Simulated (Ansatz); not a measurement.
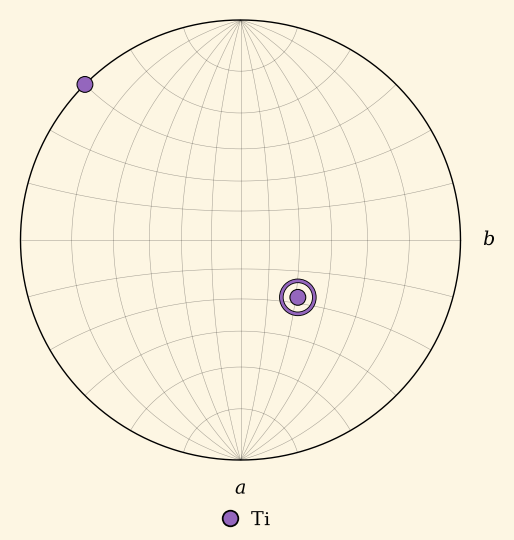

Crystal: TiO2, the input geometry of an electronic-structure calculation (not necessarily at equilibrium). Directions from one oxygen atom at (0.306, 0.306, 0) to its bonded neighbours, in stereographic projection down c (filled: above the plane of the page or in it, open: below). Symmetry computed with spglib at a tolerance of 0.002 Å; standard conventional cell.

Neighbours are counted up to 2.49 Å for Ti.

```
Ti O
1.0
     4.59410    0.00000    0.00000
     0.00000    4.59410    0.00000
     0.00000    0.00000    2.95890
Ti O
2 4
Direct
  0.00000 0.00000 0.00000
  0.50000 0.50000 0.50000
  0.30570 0.30570 0.00000
  0.19430 0.80570 0.50000
  0.69430 0.69430 0.00000
  0.80570 0.19430 0.50000
```

How many neighbours are there, and at what angles?

Answer. 3: 2 Ti at 1.94 Å, 1 Ti at 1.99 Å. Angles between bonds: 99° (1×), 130° (2×).

What is the site's symmetry in the crystal?

Answer. Point group mm2 (C2v), order 4: one twofold axis, two mirror planes. In P4_2/mnm, No. 136 this is Wyckoff position 4f.
